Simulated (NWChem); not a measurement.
**HF/STO-3G run of CH2BrCl (bromochloromethane)**

Aim: the vertical ionisation energy of CH2BrCl (bromochloromethane) at HF/STO-3G, from 2 runs. The job is set up through an ASE script.

Program for the calculation: NWChem 7.3.0.

3 further runs of the same task are left out: 1 that didn't finish, 2 set aside as unsound or not needed. Runs told in other sessions of the task aren't counted.

## Step 1: The molecule

CH2BrCl has 5 atoms, charge 0, and is taken as a singlet. As SMILES, `ClCBr`. The coordinates come from a PBE0-D4/def2-TZVP relaxation.

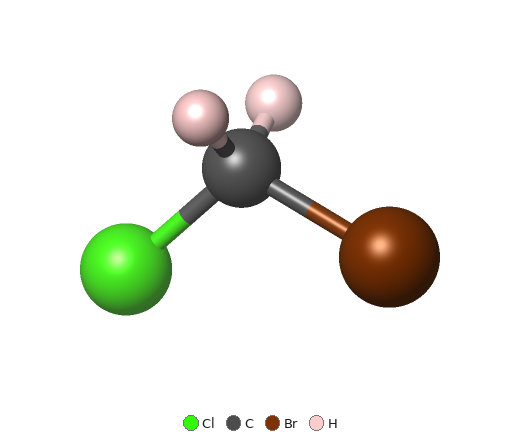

The structure, seen from a chosen angle (chlorine green, carbon dark grey, bromine brown, hydrogen pink).

## Step 2: Energy and forces at HF/STO-3G

Contents of run.py:

```python
from ase import Atoms
from ase.calculators.nwchem import NWChem

molecule = Atoms('ClCBrHH', positions=[
    [-1.615160, 0.158590, 0.518920],
    [0.000480, 0.049280, -0.158560],
    [1.312450, -0.602100, 1.097990],
    [0.318120, 1.039590, -0.466820],
    [-0.015900, -0.645360, -0.991530],
])

calc = NWChem(
    label='m1',
    theory='scf',
    memory='2200 mb',
    basis='STO-3G',
    basispar='spherical bse',
    scf={'nopen': '0', 'rhf': None, 'thresh': '1e-08', 'maxiter': '80'},
)
molecule.calc = calc

forces = molecule.get_forces()
print(f"energy = {molecule.get_potential_energy():.6f} eV")
print("forces (eV/A):")
for s, f in zip(molecule.symbols, forces):
    print(f"{s:2s} {f[0]:10.5f} {f[1]:10.5f} {f[2]:10.5f}")
print("dipole (e A):", molecule.get_dipole_moment().round(4))
```

Run with:

```bash
$ export ASE_NWCHEM_COMMAND="nwchem PREFIX.nwi > PREFIX.nwo"
$ python run.py
```

Log:

```text
energy = -82662.861760 eV
forces (eV/A):
Cl   -1.78465    0.16213    0.61537
C     2.19084   -0.55880    0.39991
Br   -0.23598    0.11683   -0.22502
H    -0.07009    0.21556   -0.37158
H    -0.10012    0.06428   -0.41868
dipole (e A): [ 0.2082  0.0653 -0.3422]
```

The calculator wrote m1.nwi:

```
title "m1"

permanent_dir m1

scratch_dir m1

start m1

geometry units angstrom nocenter noautosym noautoz
  Cl -1.6151599999999999e+00 1.5859000000000001e-01 5.1892000000000005e-01
  C  4.8000000000000001e-04 4.9279999999999997e-02 -1.5856000000000001e-01
  Br 1.3124499999999999e+00 -6.0209999999999997e-01 1.0979900000000000e+00
  H  3.1812000000000001e-01 1.0395900000000000e+00 -4.6682000000000001e-01
  H  -1.5900000000000001e-02 -6.4536000000000004e-01 -9.9153000000000002e-01
end

memory 2200 mb

basis spherical bse noprint
   * library STO-3G
end

scf
  nopen 0
  rhf
  thresh 1e-08
  maxiter 80
end

task scf gradient
```

m1.nwo:

```text
Northwest Computational Chemistry Package (NWChem) 7.3.0
             --------------------------------------------------------

           Job information
           ---------------

    nwchem branch   = 7.3.0
    use scalapack   = T
    input           = m1.nwi
    prefix          = m1.
    data base       = m1/m1.db
    status          = startup
    nproc           =        1

           Memory information
           ------------------

    heap     =     72089596 doubles =      550.0 Mbytes
    stack    =     72089601 doubles =      550.0 Mbytes
    global   =    144179200 doubles =     1100.0 Mbytes (distinct from heap & stack)
    total    =    288358397 doubles =     2200.0 Mbytes
    verify   = yes
    hardfail = no

           Directory information
           ---------------------

  0 permanent = m1
  0 scratch   = m1

                                NWChem Input Module
                                -------------------

                                        m1
                                        --

 Scaling coordinates for geometry "geometry" by  1.889725989
 (inverse scale =  0.529177249)

                             Geometry "geometry" -> ""
                             -------------------------

 Output coordinates in angstroms (scale by  1.889725989 to convert to a.u.)

  No.       Tag          Charge          X              Y              Z
 ---- ---------------- ---------- -------------- -------------- --------------
    1 Cl                  17.0000    -1.61516000     0.15859000     0.51892000
    2 C                    6.0000     0.00048000     0.04928000    -0.15856000
    3 Br                  35.0000     1.31245000    -0.60210000     1.09799000
    4 H                    1.0000     0.31812000     1.03959000    -0.46682000
    5 H                    1.0000    -0.01590000    -0.64536000    -0.99153000

      Atomic Mass
      -----------

[... 7 lines left out ...]
            Nuclear Dipole moment (a.u.)
[... 88 lines left out ...]
         Quadratically convergent ROHF
[... 1 line left out ...]
 Convergence threshold     :          1.000E-08
[... 1 line left out ...]
 Final Fock-matrix accuracy:          1.000E-10
[... 10 lines left out ...]
       Final RHF  results
[... 2 lines left out ...]
         Total SCF energy =  -3037.804163536593
      One-electron energy =  -4680.213510436140
      Two-electron energy =   1423.052894001000
 Nuclear repulsion energy =    219.356452898547
[... 3 lines left out ...]
             Final eigenvalues
[... 38 lines left out ...]
                       ROHF Final Molecular Orbital Analysis
[... 112 lines left out ...]
 center of mass
 --------------
 x =   0.71419752 y =  -0.60962380 z =   1.50298860

 moments of inertia (a.u.)
 ------------------
         156.087807333319         200.156379605469        -167.748149455153
         200.156379605469         843.870636949222          60.064460633473
        -167.748149455153          60.064460633473         816.159201191598

  Mulliken analysis of the total density
  --------------------------------------

    Atom       Charge   Shell Charges
 -----------   ------   -------------------------------------------------------
    1 Cl  17    17.13   2.00  2.00  5.99  1.95  5.19
    2 C    6     6.12   1.99  1.26  2.87
    3 Br  35    34.99   2.00  2.00  6.00  2.00  5.99  1.95  5.06 10.00
    4 H    1     0.88   0.88
    5 H    1     0.88   0.88

       Multipole analysis of the density wrt the origin
       ------------------------------------------------

     L   x y z        total         open         nuclear
     -   - - -        -----         ----         -------
     0   0 0 0     -0.000000      0.000000     60.000000

     1   1 0 0      0.393409      0.000000     35.494969
[... 8 lines of this table left out ...]
     2   0 0 2    -26.035061      0.000000    171.857460

                              NWChem Gradients Module
                              -----------------------

                                        m1

  wavefunction    =   RHF

                         RHF ENERGY GRADIENTS

    atom               coordinates                        gradient
                 x          y          z           x          y          z
   1 Cl     -3.052210   0.299692   0.980617    0.034706  -0.003153  -0.011967
   2 C       0.000907   0.093126  -0.299635   -0.042605   0.010867  -0.007777
   3 Br      2.480171  -1.137804   2.074900    0.004589  -0.002272   0.004376
   4 H       0.601160   1.964540  -0.882162    0.001363  -0.004192   0.007226
   5 H      -0.030047  -1.219554  -1.873720    0.001947  -0.001250   0.008142

                 ----------------------------------------
                 |  Time  |  1-e(secs)   |  2-e(secs)   |
                 ----------------------------------------
                 |  CPU   |       0.00   |       0.63   |
                 ----------------------------------------
                 |  WALL  |       0.00   |       0.63   |
                 ----------------------------------------

 Task  times  cpu:        2.0s     wall:        2.0s
 Total times  cpu:        2.0s     wall:        2.0s
```

It took 2.9 s on 1 thread of Intel Xeon 6975P-C (Granite Rapids), shared host; peak memory 0.1 GiB.

## Step 3: The doublet cation: a single-point energy at UHF/STO-3G

Contents of mol.xyz:

```xyz
5
CH2BrCl hf
Cl    -1.615160     0.158590     0.518920
C      0.000480     0.049280    -0.158560
Br     1.312450    -0.602100     1.097990
H      0.318120     1.039590    -0.466820
H     -0.015900    -0.645360    -0.991530
```

Contents of run.py:

```python
from ase.io import read
from ase.calculators.nwchem import NWChem

molecule = read('mol.xyz')

calc = NWChem(
    label='mol',
    theory='scf',
    memory='2200 mb',
    basis='STO-3G',
    basispar='spherical bse',
    charge=1,
    scf={'nopen': '1', 'uhf': None, 'thresh': '1e-08', 'maxiter': '80', 'print': 'low'},
    task='energy',
)
molecule.calc = calc

e = molecule.get_potential_energy()
print(f"E = {e:.6f} eV")
```

Run with:

```bash
$ export ASE_NWCHEM_COMMAND="nwchem PREFIX.nwi > PREFIX.nwo"
$ python run.py
```

Log:

```text
E = -82654.546518 eV
```

The calculator wrote mol.nwi:

```
title "mol"

permanent_dir mol

scratch_dir mol

start mol

geometry units angstrom nocenter noautosym noautoz
  Cl -1.6151599999999999e+00 1.5859000000000001e-01 5.1892000000000005e-01
  C  4.8000000000000001e-04 4.9279999999999997e-02 -1.5856000000000001e-01
  Br 1.3124499999999999e+00 -6.0209999999999997e-01 1.0979900000000000e+00
  H  3.1812000000000001e-01 1.0395900000000000e+00 -4.6682000000000001e-01
  H  -1.5900000000000001e-02 -6.4536000000000004e-01 -9.9153000000000002e-01
end

charge 1

memory 2200 mb

basis spherical bse noprint
   * library STO-3G
end

scf
  nopen 1
  uhf
  thresh 1e-08
  maxiter 80
  print low
end

task scf energy
```

mol.nwo:

```text
Northwest Computational Chemistry Package (NWChem) 7.3.0
             --------------------------------------------------------

           Job information
           ---------------

    nwchem branch   = 7.3.0
    use scalapack   = T
    input           = mol.nwi
    prefix          = mol.
    data base       = mol/mol.db
    status          = startup
    nproc           =        1

           Memory information
           ------------------

    heap     =     72089598 doubles =      550.0 Mbytes
    stack    =     72089595 doubles =      550.0 Mbytes
    global   =    144179200 doubles =     1100.0 Mbytes (distinct from heap & stack)
    total    =    288358393 doubles =     2200.0 Mbytes
    verify   = yes
    hardfail = no

           Directory information
           ---------------------

  0 permanent = mol
  0 scratch   = mol

                                NWChem Input Module
                                -------------------

                                        mol
                                        ---

 Scaling coordinates for geometry "geometry" by  1.889725989
 (inverse scale =  0.529177249)

                             Geometry "geometry" -> ""
                             -------------------------

 Output coordinates in angstroms (scale by  1.889725989 to convert to a.u.)

  No.       Tag          Charge          X              Y              Z
 ---- ---------------- ---------- -------------- -------------- --------------
    1 Cl                  17.0000    -1.61516000     0.15859000     0.51892000
    2 C                    6.0000     0.00048000     0.04928000    -0.15856000
    3 Br                  35.0000     1.31245000    -0.60210000     1.09799000
    4 H                    1.0000     0.31812000     1.03959000    -0.46682000
    5 H                    1.0000    -0.01590000    -0.64536000    -0.99153000

      Atomic Mass
      -----------

      Cl                34.968850
      C                 12.000000
      Br                79.916500
      H                  1.007825

 Effective nuclear repulsion energy (a.u.)     219.3564528985

            Nuclear Dipole moment (a.u.)
            ----------------------------
        X                 Y               Z
 ---------------- ---------------- ----------------
    35.4949689079   -33.4246418066    84.7382990950

            XYZ format geometry
            -------------------
     5
 geometry
 Cl                   -1.61516000     0.15859000     0.51892000
 C                     0.00048000     0.04928000    -0.15856000
 Br                    1.31245000    -0.60210000     1.09799000
 H                     0.31812000     1.03959000    -0.46682000
 H                    -0.01590000    -0.64536000    -0.99153000

 ==============================================================================
                                internuclear distances
 ------------------------------------------------------------------------------
       center one      |      center two      | atomic units |  angstroms
 ------------------------------------------------------------------------------
    2 C                |   1 Cl               |     3.31711  |     1.75534
    3 Br               |   2 C                |     3.64697  |     1.92989
    4 H                |   2 C                |     2.04984  |     1.08473
    5 H                |   2 C                |     2.04984  |     1.08473
 ------------------------------------------------------------------------------
                         number of included internuclear distances:          4
 ==============================================================================

 ==============================================================================
                                 internuclear angles
 ------------------------------------------------------------------------------
        center 1       |       center 2       |       center 3       |  degrees
 ------------------------------------------------------------------------------
    1 Cl               |   2 C                |   3 Br               |   113.29
    1 Cl               |   2 C                |   4 H                |   108.81
    1 Cl               |   2 C                |   5 H                |   108.81
    3 Br               |   2 C                |   4 H                |   107.10
    3 Br               |   2 C                |   5 H                |   107.10
    4 H                |   2 C                |   5 H                |   111.77
 ------------------------------------------------------------------------------
                            number of included internuclear angles:          6
 ==============================================================================

                                 NWChem SCF Module
                                 -----------------

                                        mol

  ao basis        = "ao basis"
  functions       =    34
  atoms           =     5
  alpha electrons =    30
  beta  electrons =    29
  charge          =   1.00
  wavefunction    = UHF
  input vectors   = atomic
  output vectors  = mol/mol.movecs
  use symmetry    = F
  symmetry adapt  = F

 Forming initial guess at       0.0s

 Starting SCF solution at       0.1s

  ga_iter_lsolve: convergence stagnant ... aborting solve

       Final UHF  results
       ------------------

         Total SCF energy =  -3037.498584017007
      One electron energy =  -4657.941908211422
      Two electron energy =   1401.086871295868
 Nuclear repulsion energy =    219.356452898547

                       Sz =      0.5000
                 Sz(Sz+1) =      0.7500
                      S^2 =      0.7544

        Time for solution =      7.4s

 Task  times  cpu:        7.4s     wall:        7.4s
 Total times  cpu:        7.5s     wall:        7.5s
```

It took 8.4 s on 1 thread of Intel Xeon 6975P-C (Granite Rapids), shared host; peak memory 0.1 GiB.

## Step 4: Summary of results

Level: HF/STO-3G.

| quantity | value |
| --- | --- |
| singlet CH2BrCl: total energy | -3037.80416 Eh |
| singlet CH2BrCl: dipole moment | 1.95 D |
| singlet CH2BrCl: HOMO energy | -9.07 eV |
| singlet CH2BrCl: LUMO energy | 8.33 eV |
| singlet CH2BrCl: HOMO–LUMO gap | 17.40 eV |
| singlet CH2BrCl: largest force on an atom | 2.296 eV/Å |
| doublet cation: total energy | -3037.49858 Eh |
| doublet cation: ⟨S²⟩ | 0.754 |
| vertical ionisation energy (to the doublet cation) | 8.315 eV |

In words: The vertical ionisation energy comes to 8.32 eV (192 kcal/mol). The largest force (singlet CH2BrCl) is 2.30 eV/Å: the shape isn't a stationary point for this species at this level. −ε(HOMO) before ionisation, 9.07 eV, is 0.75 eV above this ionisation energy. In a minimal basis such a difference can be off by several eV, whatever the method. Mulliken charges (singlet CH2BrCl) run from -0.13 on Cl1 to +0.12 on H4; they depend strongly on the basis.
